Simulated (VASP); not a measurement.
Band structure of Ta (bcc). These are PW91 GGA, VASP's PBE PAW potentials (set 64) (plane waves; VASP) values and carry that method's errors.

Unless said otherwise, spin-orbit coupling is left out, though it shifts the bands of the heavy elements here.

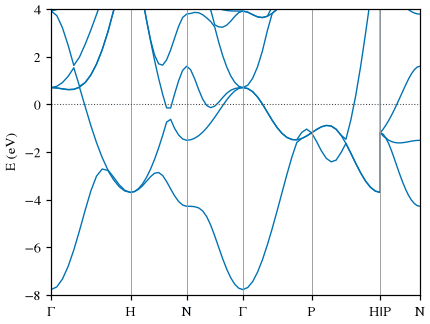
Figure. Bands along high-symmetry lines, zero at the valence-band maximum or, without a gap, the Fermi level

Problem. Read the plot: is there a gap, and where are the band edges?

Solution. It has no gap at this level: it comes out as a metal or semimetal. (Edges off the drawn lines would not show.)

The compound is Ta in the bcc structure. It was relaxed first.
